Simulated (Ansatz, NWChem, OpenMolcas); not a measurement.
**C3H6F2 (1,3-difluoropropane): the energy, rung by rung**

C3H6F2 has 11 atoms, charge 0, and is taken as a singlet. As SMILES, `FCCCF`. Geometry: relaxed at PBE0-D4/def2-TZVP. This is one conformer, not always the lowest.

```jsonl
{"atom": "F", "x (Å)": "-1.9644", "y (Å)": "1.4327", "z (Å)": "-0.1071"}
{"atom": "C", "x (Å)": "-0.7153", "y (Å)": "1.0007", "z (Å)": "0.3006"}
{"atom": "C", "x (Å)": "-0.3750", "y (Å)": "-0.2988", "z (Å)": "-0.3878"}
{"atom": "C", "x (Å)": "0.9675", "y (Å)": "-0.8382", "z (Å)": "0.0347"}
{"atom": "F", "x (Å)": "1.9756", "y (Å)": "0.0402", "z (Å)": "-0.3312"}
{"atom": "H", "x (Å)": "-0.7445", "y (Å)": "0.8753", "z (Å)": "1.3886"}
{"atom": "H", "x (Å)": "0.0080", "y (Å)": "1.7818", "z (Å)": "0.0541"}
{"atom": "H", "x (Å)": "-0.3882", "y (Å)": "-0.1543", "z (Å)": "-1.4716"}
{"atom": "H", "x (Å)": "-1.1381", "y (Å)": "-1.0462", "z (Å)": "-0.1471"}
{"atom": "H", "x (Å)": "1.0262", "y (Å)": "-0.9681", "z (Å)": "1.1208"}
{"atom": "H", "x (Å)": "1.1734", "y (Å)": "-1.7980", "z (Å)": "-0.4459"}
```

Quantity: the energy change with the C2–C3 bond stretched from 1.509 to 1.736 Å, in eV. The values are calculated.

| level | kind | program | value (eV) | less CCSD(T)/cc-pVDZ |
| --- | --- | --- | --- | --- |
| HF/cc-pVDZ (restricted) | Hartree–Fock | Ansatz | 0.56 | +0.11 |
| r2SCAN/cc-pVDZ (restricted) | meta-GGA | Ansatz | 0.48 | +0.03 |
| M06-2X/cc-pVDZ (restricted) | hybrid meta-GGA | OpenMolcas | 0.51 | +0.06 |
| wB97M-V/cc-pVDZ (restricted) | range-separated hybrid | Ansatz | 0.51 | +0.06 |
| B2PLYP/cc-pVDZ (restricted) | double hybrid | NWChem | 0.48 | +0.03 |
| PBE-QIDH/cc-pVDZ (restricted) | double hybrid | Ansatz | 0.56 | +0.11 |
| RPA@PBE/cc-pVDZ (restricted) | RPA | Ansatz | 0.41 | -0.04 |
| MP2/cc-pVDZ (restricted) | perturbation theory | NWChem | 0.50 | +0.05 |
| CCSD(T)/cc-pVDZ (restricted) | coupled cluster or CI | Ansatz | 0.45 | 0.00 |

CCSD(T)/cc-pVDZ (restricted) is the highest level here, not the true value. The first shape isn't each level's own minimum. The values span 0.41 to 0.56 eV.

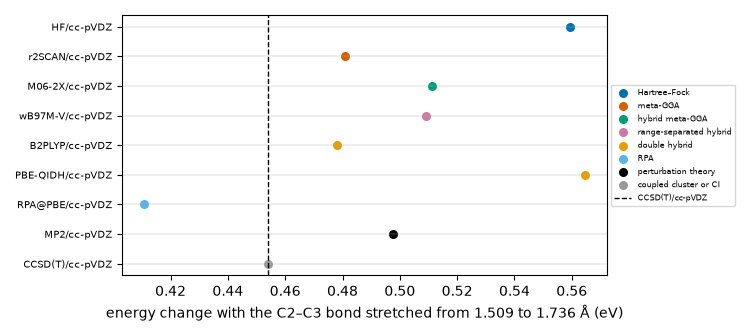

The values of the table, level by level.
